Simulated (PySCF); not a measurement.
## NMR shielding calculation of C₄H₁₁BO₂Si

- system: C₄H₁₁BO₂Si
- method: GIAO mPW1PW91/pcSseg-1 NMR shielding, non-relativistic, IEF-PCM cyclohexane (PySCF 2.14.0)

The geometry comes from this level: GFN2-xTB. Figures and captions count atoms from 1; the log counts them from 0 in places.

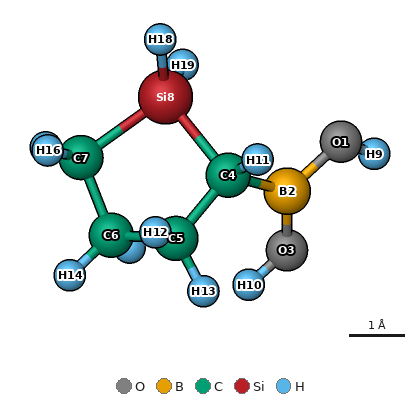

*The input geometry (ball-and-stick view, seen at a tilt; atoms are numbered from 1 in the order of the input).*

Bond lengths as drawn: B–C 1.59 Å, B–O 1.35 to 1.36 Å, C–C 1.53 to 1.54 Å, C–H 1.09 Å, C–Si 1.91 Å, H–O 0.96 Å and H–Si 1.47 Å.

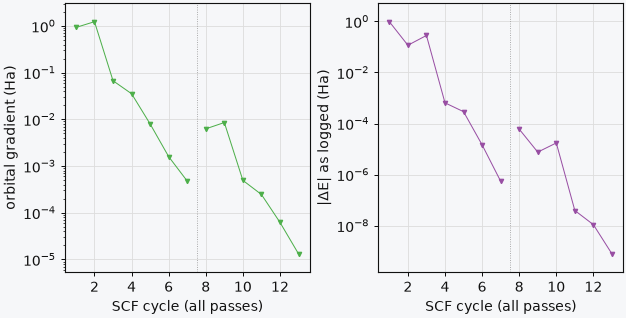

*Convergence of the self-consistent field: orbital gradient and size of the energy change against the SCF cycle. The dotted line marks the change from a coarse to the final integration grid.*

The first 7 cycles use a coarse grid, the final grid takes over at cycle 8, and the field converges after 13 cycles in all.

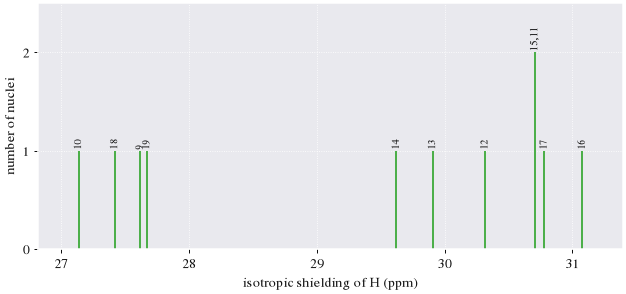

*Isotropic shieldings of the hydrogen nuclei in this fixed geometry, labelled by atom number; shielding grows to the right, so chemical shift grows to the left.*

The least shielded is H10 (27.1 ppm), the most shielded H16 (31.1 ppm).

The input and output of the run follow.

Input file:
```
{"job": {"xc": "mPW1PW91", "basis": "pcSseg-1", "solvent": "cyclohexane", "kind": "nmr", "pop": false}, "charge": 0, "multiplicity": 1}
O      2.519961     1.590081     0.493706
B      1.847009     0.459564     0.173926
O      2.419488    -0.372860    -0.740805
C      0.437417     0.221024     0.866329
C     -0.180167    -1.173642     0.656562
C     -0.977328    -1.172374    -0.646909
C     -1.916941     0.034842    -0.616248
Si    -0.870859     1.429691     0.163711
H      3.352800     1.686770     0.029681
H      1.930326    -1.167763    -0.946466
H      0.563180     0.408737     1.933712
H     -0.864040    -1.394607     1.479592
H      0.583523    -1.957949     0.651719
H     -1.527748    -2.108360    -0.770820
H     -0.295492    -1.071068    -1.495284
H     -2.781876    -0.192475     0.007257
H     -2.297222     0.258698    -1.610944
H     -1.584732     2.167473     1.211968
H     -0.367104     2.363470    -0.848148
```

The first line tells a small driver script what to run in PySCF; the rest is the geometry in Å.

Launched with:
```bash
OMP_NUM_THREADS=1 python <driver script> task.json out
```

What the program printed:
```
coarse grid: 16048 points
cycle   1  E = -623.6229354700  dE =  9.743e-01  |g| = 9.293e-01  |ddm| = 3.817e+00
cycle   2  E = -623.5065170982  dE =  1.164e-01  |g| = 1.234e+00  |ddm| = 1.519e+00
cycle   3  E = -623.7876809545  dE = -2.812e-01  |g| = 6.710e-02  |ddm| = 9.193e-01
cycle   4  E = -623.7883256472  dE = -6.447e-04  |g| = 3.536e-02  |ddm| = 7.457e-02
cycle   5  E = -623.7886164963  dE = -2.908e-04  |g| = 7.977e-03  |ddm| = 3.583e-02
cycle   6  E = -623.7886310989  dE = -1.460e-05  |g| = 1.590e-03  |ddm| = 8.788e-03
cycle   7  E = -623.7886316475  dE = -5.486e-07  |g| = 4.767e-04  |ddm| = 1.922e-03
final grid: 149480 points
cycle   8  E = -623.8549073396  dE = -6.027e-05  |g| = 6.266e-03  |ddm| = 3.185e-02
cycle   9  E = -623.8548997627  dE =  7.577e-06  |g| = 8.549e-03  |ddm| = 1.240e-02
cycle  10  E = -623.8549170647  dE = -1.730e-05  |g| = 4.935e-04  |ddm| = 7.019e-03
cycle  11  E = -623.8549171037  dE = -3.902e-08  |g| = 2.461e-04  |ddm| = 5.894e-04
cycle  12  E = -623.8549171146  dE = -1.088e-08  |g| = 6.221e-05  |ddm| = 2.049e-04
cycle  13  E = -623.8549171153  dE = -7.808e-10  |g| = 1.317e-05  |ddm| = 6.039e-05
converged SCF energy = -623.8549171153

GIAO shielding tensors (ppm)
atom      isotropic    diamagn.    paramagn.     s11        s22        s33       span
  0 O      223.236     384.973    -161.738    127.510    265.698    276.499    148.989
  1 B       69.522     194.174    -124.652     45.362     71.829     91.375     46.013
  2 O      219.323     389.979    -170.656    101.097    261.348    295.523    194.426
  3 C      175.945     258.996     -83.052    155.506    173.504    198.825     43.319
  4 C      153.366     249.643     -96.277    132.688    159.811    167.600     34.912
  5 C      154.183     250.526     -96.343    133.411    159.340    169.800     36.389
  6 C      175.256     252.900     -77.644    158.946    169.872    196.950     38.004
  7 Si     373.122     880.795    -507.673    315.826    374.601    428.939    113.112
  8 H       27.614      28.968      -1.354     21.318     22.829     38.695     17.377
  9 H       27.135      33.902      -6.767     19.476     27.519     34.410     14.934
 10 H       30.707      32.788      -2.081     25.723     28.421     37.976     12.253
 11 H       30.316      32.378      -2.062     25.282     28.020     37.645     12.362
 12 H       29.906      32.908      -3.002     25.273     28.138     36.308     11.035
 13 H       29.623      30.974      -1.351     24.007     27.474     37.387     13.380
 14 H       30.704      33.693      -2.989     25.841     29.882     36.391     10.550
 15 H       31.077      30.831       0.246     26.023     28.005     39.203     13.179
 16 H       30.779      30.407       0.372     25.978     27.530     38.828     12.850
 17 H       27.418      29.589      -2.171     23.834     24.811     33.608      9.774
 18 H       27.668      29.782      -2.114     23.877     26.123     33.005      9.128
```

Summary:

| quantity | value |
| --- | --- |
| outcome | converged |
| total energy | −623.854917 hartree |
| HOMO | −7.90 eV |
| LUMO | 0.89 eV |
| dipole moment | 1.82 D |
| isotropic shielding, O | 219.3 to 223.2 ppm |
| isotropic shielding, B | 69.5 ppm |
| isotropic shielding, C | 153.4 to 175.9 ppm |
| isotropic shielding, Si | 373.1 ppm |
| isotropic shielding, H | 27.1 to 31.1 ppm |
| hardware | 1 CPU thread, shared host |
| wall time | 30 s |
| peak memory | 1.1 GiB |
